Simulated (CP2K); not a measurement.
**MoCl4O (SMILES O=[Mo](Cl)(Cl)(Cl)Cl): revPBE-D3(BJ)/TZV2P-MOLOPT-PBE-GTH (core potential)**

What is the energy change on altering one bond length of MoCl4O at revPBE-D3(BJ)/TZV2P-MOLOPT-PBE-GTH (core potential)? 

The results are computed with CP2K 2026.2.

## Step 1: The system as given

The species is MoCl4O (6 atoms), meant as a singlet with charge 0. As SMILES, `O=[Mo](Cl)(Cl)(Cl)Cl`. Geometry: relaxed at PBE0-D4/def2-TZVP.

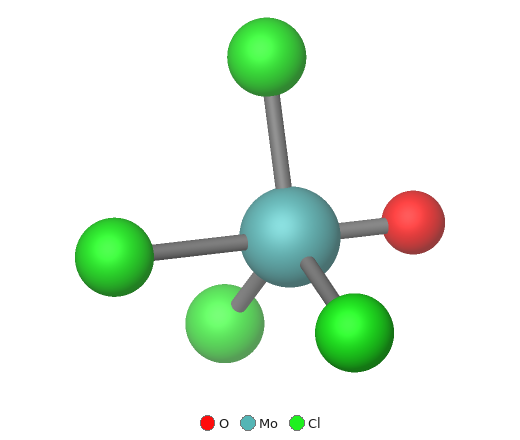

The structure, seen from a chosen angle (oxygen red, molybdenum teal, chlorine green).

## Step 2: A single-point energy at revPBE-D3(BJ)/TZV2P-MOLOPT-PBE-GTH (core potential)

The input, molecule.xyz:

```xyz
6

O     -0.647300    -1.552840     0.739910
Mo    -0.060260    -0.144860     0.068810
Cl     2.064980    -0.754570     0.382320
Cl    -1.047850    -0.541190    -1.894310
Cl     0.775250     1.861870    -0.884910
Cl    -1.084830     1.131590     1.588170
```

The input, run.inp:

```
&GLOBAL
   PROJECT_NAME run
   RUN_TYPE ENERGY
   PRINT_LEVEL MEDIUM
&END GLOBAL

&FORCE_EVAL
   METHOD QUICKSTEP
   &DFT
      BASIS_SET_FILE_NAME BASIS_MOLOPT_UZH
      POTENTIAL_FILE_NAME POTENTIAL_UZH
      ! Quickstep
      &QS
         METHOD GPW
         EPS_DEFAULT 1.0E-10
      &END QS
      &MGRID
         CUTOFF 400
         REL_CUTOFF 50
         NGRIDS 4
      &END MGRID
      &POISSON
         PERIODIC NONE
         POISSON_SOLVER MULTIPOLE
      &END POISSON
      ! SCF settings
      &SCF
         SCF_GUESS ATOMIC
         EPS_SCF 1.0E-06
         MAX_SCF 40
         &OT
            MINIMIZER DIIS
            PRECONDITIONER FULL_SINGLE_INVERSE
         &END OT
         &OUTER_SCF
            EPS_SCF 1.0E-06
            MAX_SCF 5
         &END OUTER_SCF
      &END SCF
      &XC
         &XC_FUNCTIONAL
            &PBE
               PARAMETRIZATION REVPBE
            &END PBE
         &END XC_FUNCTIONAL
         &VDW_POTENTIAL
            POTENTIAL_TYPE PAIR_POTENTIAL
            &PAIR_POTENTIAL
               TYPE DFTD3(BJ)
               PARAMETER_FILE_NAME dftd3.dat
               REFERENCE_FUNCTIONAL revPBE
               R_CUTOFF 15
            &END PAIR_POTENTIAL
         &END VDW_POTENTIAL
      &END XC
      ! extra output
      &PRINT
         &MOMENTS
            PERIODIC F
            REFERENCE COM
            MAX_MOMENT 1
         &END MOMENTS
         &MO_CUBES
            NLUMO 1
            NHOMO -1
            WRITE_CUBE F
         &END MO_CUBES
         &HIRSHFELD OFF
         &END HIRSHFELD
      &END PRINT
   &END DFT
   ! atoms, cell and kinds
   &SUBSYS
      ! vacuum box
      &CELL
         ABC 10.1 10.4 10.5
         PERIODIC NONE
      &END CELL
      &TOPOLOGY
         COORD_FILE_NAME molecule.xyz
         COORD_FILE_FORMAT XYZ
         &CENTER_COORDINATES
         &END CENTER_COORDINATES
      &END TOPOLOGY
      &KIND O
         BASIS_SET TZV2P-MOLOPT-PBE-GTH-q6
         POTENTIAL GTH-PBE-q6
      &END KIND
      &KIND Mo
         BASIS_SET TZV2P-MOLOPT-PBE-GTH-q14
         POTENTIAL GTH-PBE-q14
      &END KIND
      &KIND Cl
         BASIS_SET TZV2P-MOLOPT-PBE-GTH-q7
         POTENTIAL GTH-PBE-q7
      &END KIND
   &END SUBSYS
&END FORCE_EVAL
```

On the command line:

```sh
OMP_NUM_THREADS=1 cp2k.psmp -i run.inp -o run.out
```

What it wrote:

```text
CP2K| version string:                                       CP2K version 2026.2
[...]
 GLOBAL| Method name                                                        CP2K
[...]
 GLOBAL| Run type                                                         ENERGY
[...]
 DFT| Spin restricted Kohn-Sham (RKS) calculation                            RKS
 DFT| Multiplicity                                                             1
[...]
 DFT| Charge                                                                   0
[...]
 FUNCTIONAL| PBE:
[...]
 QS| Method:                                                                 GPW
[...]
 QS| Density cutoff [a.u.]:                                                200.0
[...]
 QS| Relative density cutoff [a.u.]:                                        25.0
[...]
                             - Atoms:                                          6
[...]
                             - Spherical basis functions:                    187
[...]
 Number of electrons:                                                         48
[...]
     1 OT DIIS     0.80E-01    2.5     0.10638643      -140.4084354087 -1.40E+02
[...]
    19 OT DIIS     0.80E-01    4.6     0.00000086      -143.9986385051 -1.78E-10
  *** SCF run converged in    19 steps ***
[...]
  Overlap energy of the core charge distribution:               0.00000000635180
  Self energy of the core charge distribution:               -304.13135863749199
  Core Hamiltonian energy:                                     71.58652989011983
  Hartree energy:                                             111.55824852823382
  Exchange-correlation energy:                                -22.98558394837739
  Dispersion energy:                                           -0.02647434394911
  Total energy:                                              -143.99863850511304
[...]
                     Mulliken Population Analysis
 #  Atom  Element  Kind  Atomic population                           Net charge
       1     O        1          6.229838                             -0.229838
       2     Mo       2         12.942264                              1.057736
       3     Cl       3          7.178800                             -0.178800
       4     Cl       3          7.179367                             -0.179367
       5     Cl       3          7.290462                             -0.290462
       6     Cl       3          7.179268                             -0.179268
 # Total charge                             48.000000                 -0.000000
[...]
  Dipole moment [Debye]
    X= -0.3345199E+00 Y= -0.8456895E+00 Z=  0.3900277E+00  Total=      0.9895534
[...]
 HOMO - LUMO gap [eV] :    2.378581
 ENERGY| Total FORCE_EVAL ( QS ) energy [hartree]           -143.998638505113036
[...]
```

Run time: 5.2 min. Hardware: 1 thread of Intel Xeon at 2.70GHz, shared host; peak memory 0.88 GiB.

## Step 3: The distorted shape

The input, job.inp:

```
&GLOBAL
   PROJECT_NAME job
   RUN_TYPE ENERGY
   PRINT_LEVEL MEDIUM
&END GLOBAL

&FORCE_EVAL
   METHOD QS
   &DFT
      BASIS_SET_FILE_NAME BASIS_MOLOPT_UZH
      POTENTIAL_FILE_NAME POTENTIAL_UZH
      &QS
         METHOD GPW
         EPS_DEFAULT 1.0E-10
      &END QS
      &MGRID
         CUTOFF 400
         REL_CUTOFF 50
         NGRIDS 4
      &END MGRID
      &POISSON
         PERIODIC NONE
         POISSON_SOLVER MULTIPOLE
      &END POISSON
      &SCF
         SCF_GUESS ATOMIC
         EPS_SCF 1.0E-06
         MAX_SCF 80
         ADDED_MOS 10
         &DIAGONALIZATION
            ALGORITHM STANDARD
         &END DIAGONALIZATION
         &MIXING
            METHOD PULAY_MIXING
            ALPHA 0.2
            NBUFFER 8
         &END MIXING
      &END SCF
      &XC
         &XC_FUNCTIONAL
            &PBE
               PARAMETRIZATION REVPBE
            &END PBE
         &END XC_FUNCTIONAL
         &VDW_POTENTIAL
            POTENTIAL_TYPE PAIR_POTENTIAL
            &PAIR_POTENTIAL
               TYPE DFTD3(BJ)
               PARAMETER_FILE_NAME dftd3.dat
               REFERENCE_FUNCTIONAL revPBE
               R_CUTOFF 15
            &END PAIR_POTENTIAL
         &END VDW_POTENTIAL
      &END XC
      &PRINT
         &MOMENTS
            PERIODIC F
            REFERENCE COM
            MAX_MOMENT 1
         &END MOMENTS
         &MO ON
            ENERGIES T
            OCCUPATION_NUMBERS T
            NDIGITS 6
            &EACH
               QS_SCF 0
            &END EACH
            ADD_LAST NUMERIC
         &END MO
         &HIRSHFELD OFF
         &END HIRSHFELD
      &END PRINT
   &END DFT
   &SUBSYS
      &CELL
         ABC 10.1 12 10.5
         PERIODIC NONE
      &END CELL
      &COORD
         O     -1.315699    -3.158203     1.502876
         Mo    -0.728659    -1.750223     0.831776
         Cl     1.396581    -2.359933     1.145286
         Cl    -1.716249    -2.146553    -1.131344
         Cl     0.775250     1.861870    -0.884910
         Cl    -1.753229    -0.473773     2.351136
      &END COORD
      &TOPOLOGY
         &CENTER_COORDINATES
         &END CENTER_COORDINATES
      &END TOPOLOGY
      &KIND O
         BASIS_SET TZV2P-MOLOPT-PBE-GTH-q6
         POTENTIAL GTH-PBE-q6
      &END KIND
      &KIND Mo
         BASIS_SET TZV2P-MOLOPT-PBE-GTH-q14
         POTENTIAL GTH-PBE-q14
      &END KIND
      &KIND Cl
         BASIS_SET TZV2P-MOLOPT-PBE-GTH-q7
         POTENTIAL GTH-PBE-q7
      &END KIND
   &END SUBSYS
&END FORCE_EVAL
```

On the command line:

```sh
OMP_NUM_THREADS=1 cp2k.psmp job.inp > job.out
```

What it wrote:

```text
CP2K| version string:                                       CP2K version 2026.2
[...]
 GLOBAL| Method name                                                        CP2K
[...]
 GLOBAL| Run type                                                         ENERGY
[...]
 DFT| Spin restricted Kohn-Sham (RKS) calculation                            RKS
 DFT| Multiplicity                                                             1
[...]
 DFT| Charge                                                                   0
[...]
 FUNCTIONAL| PBE:
[...]
 QS| Method:                                                                 GPW
[...]
 QS| Density cutoff [a.u.]:                                                200.0
[...]
 QS| Relative density cutoff [a.u.]:                                        25.0
[...]
                             - Atoms:                                          6
[...]
                             - Spherical basis functions:                    187
[...]
 Number of electrons:                                                         48
[...]
     1 NoMix/Diag. 0.20E+00    5.4     1.07244638      -143.8987214223 -1.44E+02
[...]
    66 Pulay/Diag. 0.20E+00    6.6     0.00000093      -143.9101504099  7.94E-07
  *** SCF run converged in    66 steps ***
[...]
  Overlap energy of the core charge distribution:               0.00000000635064
  Self energy of the core charge distribution:               -304.13135863749199
  Core Hamiltonian energy:                                     71.42216773369401
  Hartree energy:                                             111.71533776979189
  Exchange-correlation energy:                                -22.89641731641791
  Dispersion energy:                                           -0.01987996583798
  Total energy:                                              -143.91015040991132
[...]
                     Mulliken Population Analysis
 #  Atom  Element  Kind  Atomic population                           Net charge
       1     O        1          6.209616                             -0.209616
       2     Mo       2         12.858537                              1.141463
       3     Cl       3          7.171982                             -0.171982
       4     Cl       3          7.172103                             -0.172103
       5     Cl       3          7.418562                             -0.418562
       6     Cl       3          7.169199                             -0.169199
 # Total charge                             48.000000                  0.000000
[...]
  Dipole moment [Debye]
    X= -0.2381120E+01 Y= -0.5728970E+01 Z=  0.2724340E+01  Total=      6.7759031
 ENERGY| Total FORCE_EVAL ( QS ) energy [hartree]           -143.910150409911324
[...]
```

Wall time 7.1 min (1 thread of Intel Xeon at 2.70GHz, shared host); peak memory 1.7 GiB.

## Step 4: Results

Level: revPBE-D3(BJ)/TZV2P-MOLOPT-PBE-GTH (core potential).

| quantity | value |
| --- | --- |
| first shape: total energy | -143.99864 Eh |
| first shape: dipole moment | 0.99 D |
| first shape: HOMO energy | -7.44 eV |
| first shape: LUMO energy | -5.06 eV |
| first shape: HOMO–LUMO gap | 2.38 eV |
| first shape: dispersion energy | -69.51 kJ/mol |
| distorted shape: total energy | -143.91015 Eh |
| distorted shape: dipole moment | 6.78 D |
| distorted shape: HOMO energy | -5.90 eV |
| distorted shape: LUMO energy | -5.86 eV |
| distorted shape: HOMO–LUMO gap | 0.04 eV |
| distorted shape: dispersion energy | -52.19 kJ/mol |
| energy change with the Mo2–Cl5 bond stretched from 2.374 to 4.273 Å | 2.408 eV |

What this shows: One bond (distorted shape) is far stretched, which a spin-restricted single reference describes badly; a broken-symmetry solution may lie lower. With the Mo2–Cl5 bond stretched from 2.374 to 4.273 Å the energy rises by 2.41 eV (232 kJ/mol). The first shape isn't relaxed at this level, so the change isn't measured from a minimum. A restricted reference can't describe the breaking bond well at this length.
